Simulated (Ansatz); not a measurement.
```xyz
6

Al   -0.6496   -2.2572    0.8527
F    -2.0797   -2.0661    1.7091
F    -0.2988   -3.8267    0.3662
Ge    0.6417    0.0166    1.2772
Si    0.9457   -0.9268   -0.6898
H     1.1492   -1.6860   -1.9812
```

Geometry: BLYP-D3(BJ)/def2-SVP.

Theory: isolated molecule in a Gaussian basis; Kohn-Sham density functional theory, functional PBE0 (Ansatz).

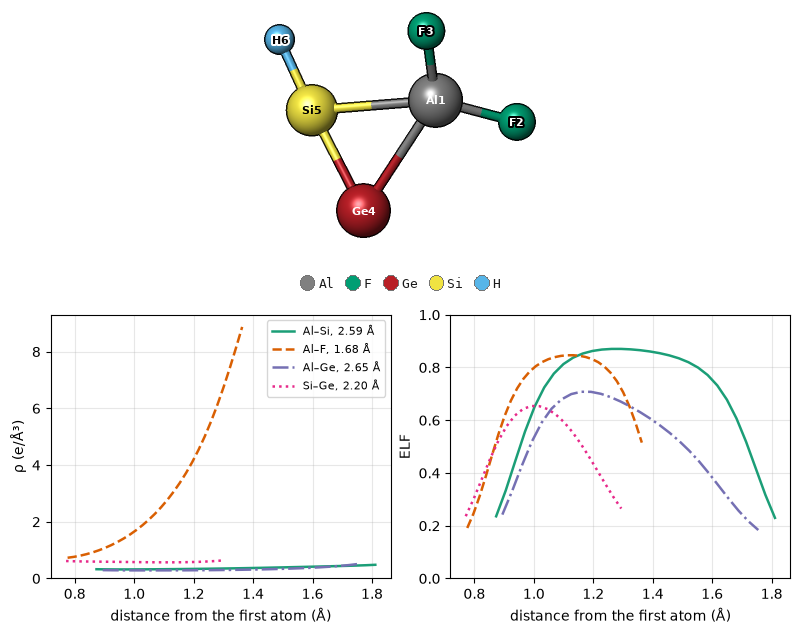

AlF2GeHSi (SMILES [F][Al-]1([F])[SiH]=[Ge+]1). Electron density and electron localisation function along straight lines between neighbouring atoms. The curves leave out the atomic cores. The structure is drawn too.

What can be read from the curves?

Answer. Al–Si (2.59 Å): ρ at the midpoint is about 0.35 e/Å³; the ELF peaks at about 0.85 between the atoms, as expected for localised, covalent bonding.
Al–F (1.68 Å): ρ is about 0.86 e/Å³ halfway; the ELF peaks at about 0.85 in the valence shell of F, 0.5 Å from its nucleus, and is about 0.40 at the midpoint.
Al–Ge (2.65 Å): ρ at the midpoint is about 0.3 e/Å³; the ELF is about 0.65 at the midpoint.
Si–Ge (2.20 Å): ρ at the midpoint is about 0.57 e/Å³; the ELF peaks at about 0.65 in the valence shell of Si, 1.0 Å from its nucleus, and is about 0.60 at the midpoint.
